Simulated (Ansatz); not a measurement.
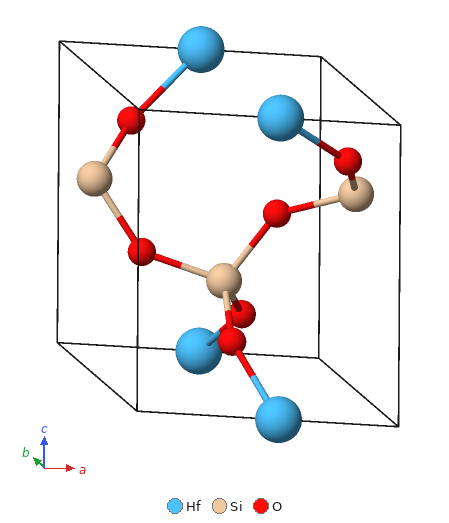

Crystal structure, ball-and-stick style, seen slightly off an axis. The lines enclose the cell (the run's own, in a reduced setting); boundary atoms appear with their images.

```xyz
9
Lattice="0.0000 -5.0147 0.0000 -4.9545 2.5073 0.0012 0.1717 0.0000 -5.8816" Properties=species:S:1:pos:R:3 pbc="T T T"
Hf    0.0000   -2.7153    0.0000
Si   -2.3877   -1.1718   -2.0275
Si   -2.3952   -3.6791   -3.8529
O    -2.5765   -2.1314   -3.3420
O    -3.7226    0.9068   -4.6903
O    -1.0603   -1.6006   -1.1901
O    -2.2064    0.3760   -2.5384
O    -1.0763   -3.7705   -4.8077
O    -3.7066   -1.2632   -1.0727
```

Setup: Ansatz, DFT PBE, scalar-relativistic, plane waves, PAW; a kinetic-energy cutoff of 420 eV, k-points about 0.27 Å⁻¹ apart, Gaussian smearing of 0.02 eV, no spin polarisation.

### What net charge does each kind of atom have (Bader)?

Hf +2.63 e; Si +3.28 e; O -1.66 to -1.47 e. The transfer is large, as in an ionic solid.

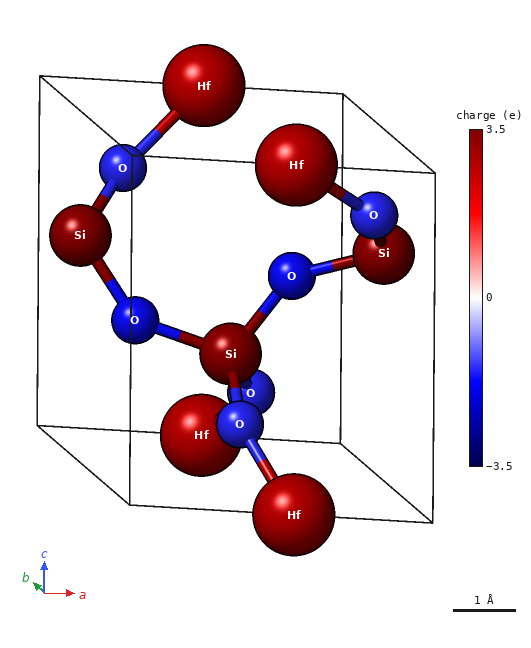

The atoms coloured by those charges.

The cell started as a structure type filled with these elements by a generator (whether the compound takes this form wasn't checked). Earlier steps of the study, as a rule a relaxation of our own, may have changed the cell and positions, so they can lie some per cent off the listed ones. Ansatz was used for an electronic-structure calculation on it.
